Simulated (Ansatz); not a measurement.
AlSiH4O: frequency calculation

System: AlSiH4O, multiplicity 2, SMILES [AlH][O][SiH3].
Method: B3LYP/6-31G*, UKS (Ansatz 0.2.0).

The geometry was optimised with B3LYP/6-31G*. Figures and captions count atoms from 1; the log counts them from 0 in places.

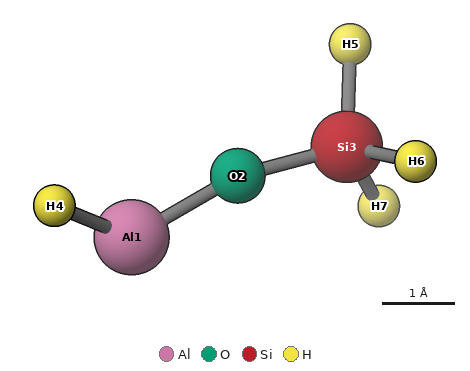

**Figure 1.** The structure (ball-and-stick view, seen at a tilt; atoms are numbered from 1 in the order of the input). Sticks mark near contacts. Bond lengths as drawn: Al–H 1.62 Å, Al–O 1.71 Å, H–Si 1.49 Å and O–Si 1.65 Å.

### Key numbers

| quantity | value |
| --- | --- |
| outcome | converged |
| total energy | −609.592051 hartree |
| basis functions | 61 |
| largest force | 0.002 eV/Å |
| ⟨S²⟩ | 0.753 |
| zero-point energy | 0.035041 hartree |
| dipole moment | 0.80 D |
| wavenumbers, lowest and highest | 50 and 2246 cm⁻¹ |
| hardware | 1 thread of Arm Neoverse V2, 112 GiB of memory available, shared host |
| wall time | 83 s |
| peak memory | 0.15 GiB |

### The input
```yaml
crystal:
  periodic: [false, false, false]
  atoms:
    - {symbol: Al, position_ang: [-1.369335, -1.649180, -0.559864]}
    - {symbol: O, position_ang: [-0.442424, -0.255067, -0.188021]}
    - {symbol: Si, position_ang: [0.868144, 0.593699, 0.339113]}
    - {symbol: H, position_ang: [-2.843406, -1.361889, -1.154712]}
    - {symbol: H, position_ang: [1.393523, 1.457305, -0.752956]}
    - {symbol: H, position_ang: [0.490001, 1.460572, 1.488021]}
    - {symbol: H, position_ang: [1.964698, -0.313541, 0.782619]}
basis:
  gaussian:
    orbitals: "6-31G*"
magnetization:
  spin_polarized: true
  initial_magnetization: 1
hamiltonian:
  xc: {name: B3LYP}
phonons:
  temperatures: {t_min: 298.15, t_max: 298.15, t_step: 1}
```

Run as:
```bash
ansatz run molecule.yaml --threads 1 --pin off --max-ram 3480MiB --events-out events.jsonl --progress --plain --runs-dir runs
```

### Output
```
Functional definition: B3LYP
  name "B3LYP"
  parameter a0 = 0.2
  parameter ax = 0.72
  parameter ac = 0.81
  exchange = (1 - a0 - ax)*slater_x + ax*b88_x + a0*exact_x
  correlation = (1 - ac)*vwn_rpa_c + ac*lyp_c
616 factors; integrals over basis functions are off by at most 5.1e-4 eV
mean field evaluation 1: about -16581.6643 eV, gradient 4.1e1 eV
mean field evaluation 2: about -16532.1394 eV, gradient 1.1e2 eV
mean field evaluation 4: about -16587.8009 eV, gradient 2.1e0 eV
mean field evaluation 8: about -16587.8445 eV, gradient 6.6e-2 eV
mean field evaluation 16: about -16587.8445 eV, gradient 2.5e-5 eV
mean field -16587.84451263 eV, -609.5920421945 hartree, gradient 2.5e-5 eV, S^2 0.752920; 0 other end points of the search recorded, 0 dependent functions left out
the calculation of the forces begins
reference -16587.84476563 eV, -609.5920514918 hartree; 20, 19 occupied and 41, 42 virtual orbitals, 616 factors
these checks for a lower state are left out or cut short: stability, starts, cluster_reference, orbital_swaps, neighbouring_geometries, increment
616 factors; integrals over basis functions are off by at most 5.1e-4 eV
mean field -16587.84445947 eV, -609.5920402406 hartree, gradient 2.7e-6 eV, S^2 0.752940; 0 other end points of the search recorded, 0 dependent functions left out
[... from here on the field's lines of each further geometry are left out, up to the last ...]
the calculation of the forces begins
reference -16587.84475427 eV, -609.5920510743 hartree; 20, 19 occupied and 41, 42 virtual orbitals, 616 factors
these checks for a lower state are left out or cut short: stability, starts, cluster_reference, orbital_swaps, neighbouring_geometries, increment
616 factors; integrals over basis functions are off by at most 5.1e-4 eV
mean field -16587.84450214 eV, -609.5920418089 hartree, gradient 1.2e-6 eV, S^2 0.752920; 0 other end points of the search recorded, 0 dependent functions left out
the calculation of the forces begins
reference -16587.84475515 eV, -609.5920511066 hartree; 20, 19 occupied and 41, 42 virtual orbitals, 616 factors
Total energy: -16587.84476563 eV, -609.5920514918 hartree
Atom 0 at    -1.369335    -1.649180    -0.559864 Å, force     0.000701     0.000434     0.000290 eV/Å
Atom 1 at    -0.442424    -0.255067    -0.188021 Å, force    -0.000965    -0.001235    -0.000520 eV/Å
Atom 2 at     0.868144     0.593699     0.339113 Å, force     0.000431     0.000024     0.000502 eV/Å
Atom 3 at    -2.843406    -1.361889    -1.154712 Å, force    -0.000209     0.000349    -0.000074 eV/Å
Atom 4 at     1.393523     1.457305    -0.752956 Å, force     0.000130    -0.000036    -0.000208 eV/Å
Atom 5 at     0.490001     1.460572     1.488021 Å, force    -0.000090     0.000105     0.000176 eV/Å
Atom 6 at     1.964698    -0.313541     0.782619 Å, force     0.000002     0.000360    -0.000167 eV/Å
Dipole moment:     0.016810    -0.164830     0.006974 e Å
Vibrations: 49.58 72.31 118.69 532.39 605.22 737.96 741.20 962.99 964.92 1016.49 1082.32 1775.72 2230.93 2244.55 2245.92 cm⁻¹, zero-point energy 0.953512 eV
```

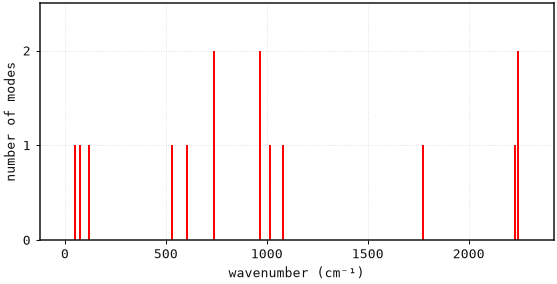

**Figure 2.** Harmonic vibrational wavenumbers from the force constants; neighbouring modes closer than 10 cm⁻¹ are counted in one stick. 15 modes from 50 to 2246 cm⁻¹, none imaginary.

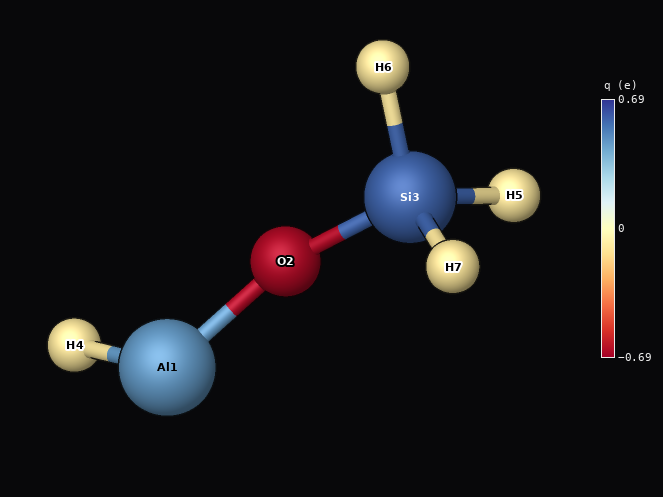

**Figure 3.** Mulliken charges, as the colour of each atom (ball-and-stick view, seen at a tilt; atoms are numbered from 1 in the order of the input; Mulliken charges depend strongly on the basis). By element: Al +0.46, O −0.66, Si +0.58 and H −0.10 to −0.09 e.
